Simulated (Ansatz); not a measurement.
**HfC (triplet): the correlation ladder at distance Hf1–C2 = 1.956 Å, def2-TZVPP**

How much of the correlation energy of HfC (triplet) does each wave-function method recover here?

Method: def2-TZVPP, core rule «outside noble gas», up to 5 orbitals frozen; program: Ansatz 0.2.0, Gaussian basis.

The runs, in order: UHF; CCSD(T) on ROHF; CCSD(T) on UHF; CCSDT(Q) on ROHF; CCSDT(Q) on UHF; CASSCF and MRCISD+Q, 4 electrons in 4 orbitals; CASSCF and NEVPT2, 4 electrons in 4 orbitals.

12 further runs of the same task are left out: 12 for a known fault of the program. Runs told in other sessions of the task aren't counted.

### Step 1. The system

The geometry derives from a PBE0/def2-TZVP stationary point (not a proven minimum). One bond is set to the value named and the two fragments are kept rigid. No spin-orbit coupling is included. Elements past krypton take def2 core potentials.

2 atoms, charge 0, spin multiplicity 3.

Atoms are counted from 1 here; the program's logs count them from 0.

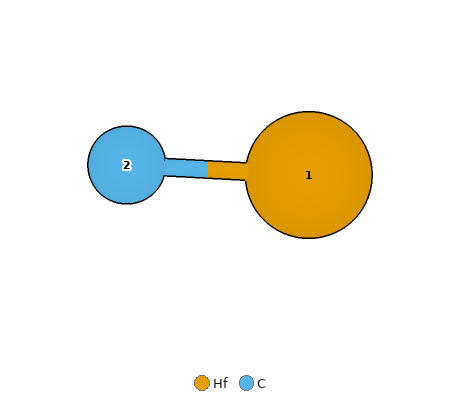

The geometry (hafnium amber, carbon blue); atoms are numbered from 1 in the order of the file.

In the tables R marks a restricted open-shell determinant and U an unrestricted one; 'pair' is the active space of 4 electrons in 4 orbitals; energies count from the table's Hartree-Fock row.

### Step 2. UHF

in.yaml

```yaml
crystal:
  periodic: [false, false, false]
  atoms:
    - {symbol: Hf, position_ang: [0.000000, 0.000000, 0.000000]}
    - {symbol: C, position_ang: [0.000000, 0.000000, 1.956000]}
basis:
  gaussian: {orbitals: def2-TZVPP}
magnetization: {spin_polarized: true, initial_magnetization: 2}
hamiltonian: {xc: hf}
output: {orbitals: {seedname: orbitals}}
```

Command:

```sh
$ ansatz run in.yaml --threads 1 --pin off --events-out ev --progress --plain --max-ram 4096MiB --backend cpu
```

Output, shortened:

```text
Functional definition: HF
  name "HF"
  cite "Fock, Z. Phys. 61, 126 (1930) doi:10.1007/BF01340294"
  parent pbe
[...]
733 factors; their error is unknown
[...]
mean field -2316.95552445 eV, -85.1465450348 hartree, gradient 9.0e-6 eV, S^2 2.982264; 18 other end points of the search recorded, 0 dependent functions left out
reference -2316.95552445 eV, -85.1465450348 hartree; 10, 8 occupied and 77, 79 virtual orbitals, 733 factors
Total energy: -2316.95552445 eV, -85.1465450348 hartree
```

Run time: 9 s. Hardware: 1 thread of AMD EPYC 7R13, shared host.

From the report: ⟨S²⟩ of the determinant 2.982 (pure triplet: 2.00). The determinant of HF (⟨S²⟩ 2.98) is far from a pure spin state, so its energy mixes those of several spin states; that is harmless only where they are near-degenerate.

### Step 3. CCSD(T) on ROHF

in.yaml

```yaml
crystal:
  periodic: [false, false, false]
  atoms:
    - {symbol: Hf, position_ang: [0.000000, 0.000000, 0.000000]}
    - {symbol: C, position_ang: [0.000000, 0.000000, 1.956000]}
basis:
  gaussian: {orbitals: def2-TZVPP}
magnetization: {spin_polarized: false, initial_magnetization: 2}
correlation: {method: ccsd_t, electrons: outside_noble_gas}
```

Same command.

Output, shortened:

```text
Functional definition: HF
  name "HF"
  cite "Fock, Z. Phys. 61, 126 (1930) doi:10.1007/BF01340294"
  parent pbe
[...]
562 factors; integrals over basis functions are off by at most 1.2e-3 eV
[...]
mean field -2316.35977711 eV, -85.1246517237 hartree, gradient 2.8e-6 eV, S^2 2.000000; 20 other end points of the search recorded, 0 dependent functions left out
[...]
determinant -2316.35977711 eV, -85.1246517237 hartree, with singles and doubles -2322.49913010 eV, -85.3502687846 hartree
determinant -2316.02461460 eV, -85.1123347288 hartree, with singles and doubles -2322.10915371 eV, -85.3359374166 hartree
determinant -2315.40521529 eV, -85.0895722238 hartree, with singles and doubles -2322.12026271 eV, -85.3363456650 hartree
determinant -2314.19628856 eV, -85.0451449860 hartree, with singles and doubles -2320.04279259 eV, -85.2600000463 hartree
[...]
determinant -2316.35977711 eV, -85.1246517237 hartree, with singles and doubles -2322.41254759 eV, -85.3470869361 hartree
determinant -2316.02461460 eV, -85.1123347288 hartree, with singles and doubles -2322.00298781 eV, -85.3320358920 hartree
determinant -2315.40521529 eV, -85.0895722238 hartree, with singles and doubles -2322.03980472 eV, -85.3333888885 hartree
unrestricted determinant -2316.95555925 eV, -85.1465463135 hartree, S^2 2.9823
5 core orbitals not correlated: weight in the atoms' cores, before any rotation towards them, 0.992 or more for the frozen orbitals, at most 0.005 for the correlated occupied ones
reference -2316.35977711 eV, -85.1246517237 hartree; 5, 3 occupied and 77, 79 virtual orbitals, 562 factors
second order -5.40595080 eV of doubles, -0.08495804 eV of singles
cycle   1  -6.05277023 eV  change    2.5e-7 eV  update   4.0e-6
perturbative correction -0.44929480 eV, -0.0165112794 hartree
Total energy: -2322.86184214 eV, -85.3635982063 hartree
```

It took 40 s on 1 thread of AMD EPYC 7R13, shared host; peak memory 0.45 GiB.

From the report: correlation -6.5021 eV; T1 0.076; largest double amplitude 0.12.

### Step 4. CCSD(T) on UHF

Changes to in.yaml since step 3:

```diff
@@ -7,3 +7,3 @@
   gaussian: {orbitals: def2-TZVPP}
-magnetization: {spin_polarized: false, initial_magnetization: 2}
+magnetization: {spin_polarized: true, initial_magnetization: 2}
 correlation: {method: ccsd_t, electrons: outside_noble_gas}
```

The command is unchanged.

Output, shortened:

```text
Functional definition: HF
  name "HF"
  cite "Fock, Z. Phys. 61, 126 (1930) doi:10.1007/BF01340294"
  parent pbe
[...]
562 factors; integrals over basis functions are off by at most 1.2e-3 eV
[...]
mean field -2316.95555925 eV, -85.1465463135 hartree, gradient 2.2e-6 eV, S^2 2.982269; 34 other end points of the search recorded, 0 dependent functions left out
determinant -2316.95555925 eV, -85.1465463135 hartree, with singles and doubles -2322.38386009 eV, -85.3460326899 hartree
determinant -2316.50852570 eV, -85.1301181337 hartree, with singles and doubles -2321.79157427 eV, -85.3242665875 hartree
determinant -2316.33241395 eV, -85.1236461462 hartree, with singles and doubles -2320.97116381 eV, -85.2941170593 hartree
determinant -2316.24351518 eV, -85.1203791767 hartree, with singles and doubles -2321.09503003 eV, -85.2986690590 hartree
[...]
determinant -2315.37622098 eV, -85.0885067027 hartree, with singles and doubles -2321.46671803 eV, -85.3123283408 hartree
determinant -2316.95555925 eV, -85.1465463135 hartree, with singles and doubles -2322.40553593 eV, -85.3468292625 hartree
determinant -2316.06082488 eV, -85.1136654318 hartree, with singles and doubles -2322.06184053 eV, -85.3341986894 hartree
determinant -2315.95591343 eV, -85.1098100074 hartree, with singles and doubles -2321.99585819 eV, -85.3317738832 hartree
5 core orbitals not correlated: weight in the atoms' cores, before any rotation towards them, 0.989 or more for the frozen orbitals, at most 0.008 for the correlated occupied ones
reference -2316.95555925 eV, -85.1465463135 hartree; 5, 3 occupied and 77, 79 virtual orbitals, 562 factors
second order -4.25556198 eV of doubles, -0.00000000 eV of singles
cycle   1  -5.44997913 eV  change   -2.4e-6 eV  update   5.7e-6
perturbative correction -0.39395431 eV, -0.0144775537 hartree
Total energy: -2322.79949268 eV, -85.3613069061 hartree
```

Wall time 53 s (1 thread of AMD EPYC 7R13, shared host); peak memory 0.45 GiB.

From the report: ⟨S²⟩ of the determinant 2.982 (pure triplet: 2.00); correlation -5.8439 eV; T1 0.120; largest double amplitude 0.14. The determinant of CCSD(T) (⟨S²⟩ 2.98) is far from a pure spin state, so its energy mixes those of several spin states; high orders of coupled cluster remove much of that, low ones don't.

### Step 5. CCSDT(Q) on ROHF

in.yaml

```yaml
crystal:
  periodic: [false, false, false]
  atoms:
    - {symbol: Hf, position_ang: [0.000000, 0.000000, 0.000000]}
    - {symbol: C, position_ang: [0.000000, 0.000000, 1.956000]}
basis:
  gaussian: {orbitals: def2-TZVPP}
magnetization: {spin_polarized: false, initial_magnetization: 2}
correlation: {method: ccsdt_q, electrons: outside_noble_gas}
```

Command:

```sh
$ ansatz run in.yaml --threads 2 --pin off --events-out ev --progress --plain --max-ram 24576MiB --backend cuda --devices 0, --max-vram 18GiB
```

Output, shortened:

```text
Functional definition: HF
  name "HF"
  cite "Fock, Z. Phys. 61, 126 (1930) doi:10.1007/BF01340294"
  parent pbe
[...]
1056 factors; integrals over basis functions are off by at most 3.8e-5 eV
[...]
mean field -2316.35977954 eV, -85.1246518131 hartree, gradient 2.4e-6 eV, S^2 2.000000; 22 other end points of the search recorded, 0 dependent functions left out
[...]
determinant -2316.35977954 eV, -85.1246518131 hartree, with singles and doubles -2322.49906510 eV, -85.3502663962 hartree
determinant -2316.02461774 eV, -85.1123348440 hartree, with singles and doubles -2322.10709824 eV, -85.3358618797 hartree
determinant -2315.40521938 eV, -85.0895723742 hartree, with singles and doubles -2322.12041882 eV, -85.3363514019 hartree
determinant -2314.19629223 eV, -85.0451451208 hartree, with singles and doubles -2320.04127081 eV, -85.2599441217 hartree
[...]
determinant -2316.35977954 eV, -85.1246518131 hartree, with singles and doubles -2322.41254089 eV, -85.3470866899 hartree
determinant -2316.02461774 eV, -85.1123348440 hartree, with singles and doubles -2322.00298533 eV, -85.3320358009 hartree
determinant -2315.40521938 eV, -85.0895723742 hartree, with singles and doubles -2322.03979951 eV, -85.3333886968 hartree
[...]
unrestricted determinant -2316.95556256 eV, -85.1465464351 hartree, S^2 2.9823
5 core orbitals not correlated: weight in the atoms' cores, before any rotation towards them, 0.992 or more for the frozen orbitals, at most 0.005 for the correlated occupied ones
reference -2316.35977954 eV, -85.1246518131 hartree; 5, 3 occupied and 77, 79 virtual orbitals, 1056 factors
second order -5.40596918 eV of doubles, -0.08495804 eV of singles
cycle   1  -5.60343002 eV  change   -1.1e-1 eV  update   1.4e-1
[...]
cycle  35  -6.54377643 eV  change    1.4e-7 eV  update   6.6e-7
perturbative correction -0.03904011 eV, -0.0014346975 hartree
Total energy: -2322.94259608 eV, -85.3665658589 hartree
```

Wall time 61 s (1 × H100 (card shared with other runs) with 2 threads of AMD EPYC 7R13, shared host); peak host memory 0.85 GiB.

From the report: correlation -6.5828 eV; T1 0.085; largest double amplitude 0.12.

### Step 6. CCSDT(Q) on UHF

Changes to in.yaml since step 5:

```diff
@@ -7,3 +7,3 @@
   gaussian: {orbitals: def2-TZVPP}
-magnetization: {spin_polarized: false, initial_magnetization: 2}
+magnetization: {spin_polarized: true, initial_magnetization: 2}
 correlation: {method: ccsdt_q, electrons: outside_noble_gas}
```

Same command.

Output, shortened:

```text
Functional definition: HF
  name "HF"
  cite "Fock, Z. Phys. 61, 126 (1930) doi:10.1007/BF01340294"
  parent pbe
[...]
1056 factors; integrals over basis functions are off by at most 3.8e-5 eV
[...]
mean field -2316.95556256 eV, -85.1465464351 hartree, gradient 6.1e-6 eV, S^2 2.982272; 35 other end points of the search recorded, 0 dependent functions left out
determinant -2316.95556256 eV, -85.1465464351 hartree, with singles and doubles -2322.38217555 eV, -85.3459707843 hartree
determinant -2316.50852967 eV, -85.1301182793 hartree, with singles and doubles -2321.78799046 eV, -85.3241348848 hartree
determinant -2316.33241670 eV, -85.1236462471 hartree, with singles and doubles -2320.96997089 eV, -85.2940732201 hartree
determinant -2316.24351710 eV, -85.1203792470 hartree, with singles and doubles -2321.09365115 eV, -85.2986183861 hartree
[...]
determinant -2315.37622492 eV, -85.0885068475 hartree, with singles and doubles -2321.46634342 eV, -85.3123145741 hartree
determinant -2316.95556256 eV, -85.1465464351 hartree, with singles and doubles -2322.40553005 eV, -85.3468290464 hartree
determinant -2316.06082856 eV, -85.1136655673 hartree, with singles and doubles -2322.06179669 eV, -85.3341970784 hartree
determinant -2315.95591689 eV, -85.1098101344 hartree, with singles and doubles -2321.99584692 eV, -85.3317734689 hartree
5 core orbitals not correlated: weight in the atoms' cores, before any rotation towards them, 0.989 or more for the frozen orbitals, at most 0.008 for the correlated occupied ones
reference -2316.95556256 eV, -85.1465464351 hartree; 5, 3 occupied and 77, 79 virtual orbitals, 1056 factors
second order -4.25556697 eV of doubles, -0.00000000 eV of singles
cycle   1  -4.62682688 eV  change   -3.7e-1 eV  update   1.3e-1
[...]
cycle  36  -5.93491946 eV  change    4.5e-7 eV  update   4.9e-7
perturbative correction -0.05234349 eV, -0.0019235878 hartree
Total energy: -2322.94282550 eV, -85.3665742900 hartree
```

It took 2.1 min on 1 × H100 (card shared with other runs) with 2 threads of AMD EPYC 7R13, shared host; peak host memory 0.91 GiB.

From the report: ⟨S²⟩ of the determinant 2.982 (pure triplet: 2.00); correlation -5.9873 eV; T1 0.138; largest double amplitude 0.15. The determinant of CCSDT(Q) (⟨S²⟩ 2.98) is far from a pure spin state, so its energy mixes those of several spin states; high orders of coupled cluster remove much of that, low ones don't.

### Step 7. CASSCF and MRCISD+Q, 4 electrons in 4 orbitals

in.yaml

```yaml
crystal:
  periodic: [false, false, false]
  atoms:
    - {symbol: Hf, position_ang: [0.000000, 0.000000, 0.000000]}
    - {symbol: C, position_ang: [0.000000, 0.000000, 1.956000]}
basis:
  gaussian: {orbitals: def2-TZVPP}
magnetization: {spin_polarized: false, initial_magnetization: 2}
correlation: {method: fic_mrcisd_q, electrons: outside_noble_gas, active_space: {window: {electrons: 4, orbitals: 4}}}
```

The command is unchanged.

Output, shortened:

```text
Functional definition: HF
  name "HF"
  cite "Fock, Z. Phys. 61, 126 (1930) doi:10.1007/BF01340294"
  parent pbe
[...]
562 factors; integrals over basis functions are off by at most 1.2e-3 eV
[...]
mean field -2316.35977711 eV, -85.1246517237 hartree, gradient 2.8e-6 eV, S^2 2.000000; 13 other end points of the search recorded, 0 dependent functions left out
reference -2316.35977711 eV, -85.1246517237 hartree; 10, 8 occupied and 77, 79 virtual orbitals, 562 factors
state -2317.20567545 eV, -85.1557379143 hartree
contracted CI cycle   1: correlation 0.00000000 eV, 0.0000000000 hartree, residual 1.78e1 eV
contracted CI cycle   2: correlation -4.59961373 eV, -0.1690326869 hartree, residual 2.96e0 eV
contracted CI cycle   3: correlation -4.77300505 eV, -0.1754047004 hartree, residual 1.03e0 eV
contracted CI cycle   4: correlation -4.79607041 eV, -0.1762523367 hartree, residual 4.70e-1 eV
[...]
contracted CI cycle   5: correlation -5.36084351 eV, -0.1970073654 hartree, residual 1.91e-1 eV
contracted CI cycle   6: correlation -5.36168819 eV, -0.1970384066 hartree, residual 6.99e-2 eV
contracted CI cycle   7: correlation -5.36180029 eV, -0.1970425262 hartree, residual 2.65e-2 eV
contracted CI cycle   8: correlation -5.36181699 eV, -0.1970431400 hartree, residual 1.12e-2 eV
contracted CI cycle   9: correlation -5.36182004 eV, -0.1970432523 hartree, residual 4.62e-3 eV
contracted CI cycle  10: correlation -5.36182057 eV, -0.1970432717 hartree, residual 1.82e-3 eV
contracted CI cycle  11: correlation -5.36182066 eV, -0.1970432749 hartree, residual 7.52e-4 eV
contracted CI cycle  12: correlation -5.36182067 eV, -0.1970432754 hartree, residual 2.92e-4 eV
state -2316.27684513 eV, -85.1216040298 hartree; corrected -2322.34465952 eV, -85.3445920956 hartree
state -2317.20567545 eV, -85.1557379143 hartree; corrected -2322.64484695 eV, -85.3556237802 hartree
Total energy: -2322.64484695 eV, -85.3556237802 hartree
```

Wall time 6 s (1 × H100 (card shared with other runs) with 2 threads of AMD EPYC 7R13, shared host); peak host memory 0.81 GiB.

From the report: 10 determinants; active occupations 1.86, 1.00, 1.00, 0.14.

### Step 8. CASSCF and NEVPT2, 4 electrons in 4 orbitals

Changes to in.yaml since step 7:

```diff
@@ -8,2 +8,2 @@
 magnetization: {spin_polarized: false, initial_magnetization: 2}
-correlation: {method: fic_mrcisd_q, electrons: outside_noble_gas, active_space: {window: {electrons: 4, orbitals: 4}}}
+correlation: {method: sc_nevpt2, electrons: outside_noble_gas, active_space: {window: {electrons: 4, orbitals: 4}}}
```

Launched as before.

Output, shortened:

```text
Functional definition: HF
  name "HF"
  cite "Fock, Z. Phys. 61, 126 (1930) doi:10.1007/BF01340294"
  parent pbe
[...]
562 factors; integrals over basis functions are off by at most 1.2e-3 eV
[...]
mean field -2316.35977711 eV, -85.1246517237 hartree, gradient 2.8e-6 eV, S^2 2.000000; 13 other end points of the search recorded, 0 dependent functions left out
reference -2316.35977711 eV, -85.1246517237 hartree; 10, 8 occupied and 77, 79 virtual orbitals, 562 factors
state -2317.20567545 eV, -85.1557379143 hartree
state -2317.20567545 eV, -85.1557379143 hartree; corrected -2321.74926568 eV, -85.3227117756 hartree
state -2316.78755835 eV, -85.1403723944 hartree
state -2316.78755835 eV, -85.1403723944 hartree; corrected -2321.74430704 eV, -85.3225295489 hartree
state -2317.20567545 eV, -85.1557379143 hartree; corrected -2321.74926568 eV, -85.3227117756 hartree
state -2316.27684513 eV, -85.1216040298 hartree
state -2316.27684513 eV, -85.1216040298 hartree; corrected -2321.78608819 eV, -85.3240649777 hartree
state -2316.27684513 eV, -85.1216040298 hartree; corrected -2321.78608819 eV, -85.3240649777 hartree
the orbitals are reached from a further start. From the first start the search ends at -2317.20530827 eV, -85.1557244209 hartree
WARN: the results are in doubt because another end's mean lies 0.929 eV lower, and its corrected mean 0.037 eV higher
Total energy: -2321.78608819 eV, -85.3240649777 hartree
In doubt: another end's mean lies 0.929 eV lower, and its corrected mean 0.037 eV higher
```

Wall time 4.8 s (1 × H100 (card shared with other runs) with 2 threads of AMD EPYC 7R13, shared host); peak host memory 0.79 GiB.

From the report: 20 determinants; active occupations 1.83, 1.01, 0.99, 0.17. The program marks this result as in doubt; its last lines say why.

### Step 9. All levels against the top one

No level here is safe as a reference; RCCSDT(Q) serves as a yardstick only. Rows without a time are mean-field rows or come out of runs for another level: lower rungs of the coupled-cluster runs, CASSCF and MRCISD of the multireference runs, or the Hartree-Fock search.

Differences are taken before rounding.

```
       method  energy from the lowest ROHF (kcal/mol)  from RCCSDT(Q) (kcal/mol)           time
          ROHF                                   0.00                    +151.80               
          UHF                                 -13.74                    +138.06               
         RMP2                                -126.62                     +25.18               
         UMP2                                -111.87                     +39.93               
        RCCSD                                -139.58                     +12.22               
        UCCSD                                -139.42                     +12.38               
     RCCSD(T)                                -149.94                      +1.86           40 s
     UCCSD(T)                                -148.50                      +3.30           53 s
       RCCSDT                                -150.90                      +0.90               
       UCCSDT                                -150.60                      +1.20               
    RCCSDT(Q)                                -151.80                          0     61 s (GPU)
    UCCSDT(Q)                                -151.81                      -0.01  2.1 min (GPU)
  CASSCF pair                                 -19.51                    +132.30               
  MRCISD pair                                -130.25                     +21.56               
MRCISD+Q pair                                -144.94                      +6.87      6 s (GPU)
```

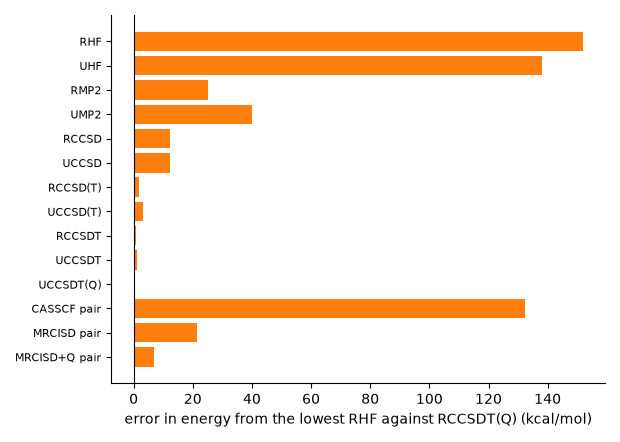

Deviations from RCCSDT(Q), method by method.

Some runs used a GPU and others CPU threads alone; cost is compared among the CPU runs only.

Not comparable, so not listed: CASSCF and NEVPT2, 4 electrons in 4 orbitals (they don't share determinant, frozen orbitals or solution with the rows shown, or repeat one).

### Step 10. Summary of results

| quantity | value |
| --- | --- |
| RCCSDT(Q) from the ROHF energy | -6.5828 eV |
| RMP2 from RCCSDT(Q) | +25.18 kcal/mol |
| UMP2 from RCCSDT(Q) | +39.93 kcal/mol |
| RCCSD from RCCSDT(Q) | +12.22 kcal/mol |
| RCCSD(T) from RCCSDT(Q) | +1.86 kcal/mol |
| UCCSD(T) from RCCSDT(Q) | +3.30 kcal/mol |
| UCCSDT(Q) from RCCSDT(Q) | -0.01 kcal/mol |
| MRCISD+Q pair from RCCSDT(Q) | +6.87 kcal/mol |
| T1 diagnostic | 0.076 |

What this shows: RCCSD(T) misses by +1.86 kcal/mol, 1.2 % of the correlation energy. CCSD(T) misses by +1.86 kcal/mol on the restricted determinant and by +3.30 kcal/mol on the unrestricted one; the two need not hold the same state or core. Warnings: spin contamination; large T1 diagnostic.
